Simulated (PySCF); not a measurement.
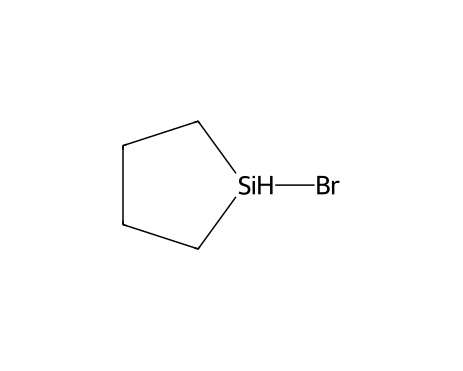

Simulated data, not a measurement (program: PySCF).

Transcribe the drawing into SMILES.

Br[SiH]1CCCC1

What is the molecular formula?

C4H9BrSi.
